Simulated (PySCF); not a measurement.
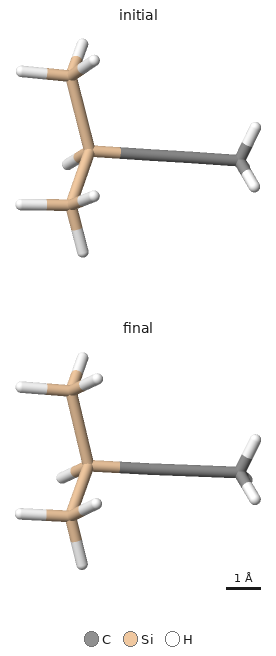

The structure of C3H10Si3 before (top) and after (bottom) a relaxation, at one scale.

The picture is a stick view, seen at a tilt.

The start comes from GFN2-xTB. Its atoms were then displaced at random by about 0.01 Å.

These are results of PBE0-D3(BJ)/def2-SVP geometry optimisation, gas phase in PySCF 2.14.0, density-fitted response routines, not measurements. 

Q: What changed between the two?

A: Over 4 geometry steps the energy falls by 14.5 kJ/mol. An H atom moves most after the best rigid fit: 0.19 Å. By element the largest moves are H 0.19 Å, Si 0.12 Å, C 0.09 Å. Near-neighbour distances that change, for instance: H–Si 1.457 → 1.495 Å, C–Si 1.798 → 1.827 Å, C–C 1.476 → 1.450 Å, C–H 1.077 → 1.101 Å. Bond angles that change, for instance: C–Si–H 103.9° → 110.0°, Si–Si–Si 115.7° → 110.1°, H–C–H 112.6° → 107.9°. The run took 47 s on 1 thread of Arm Neoverse V1 (shared host).
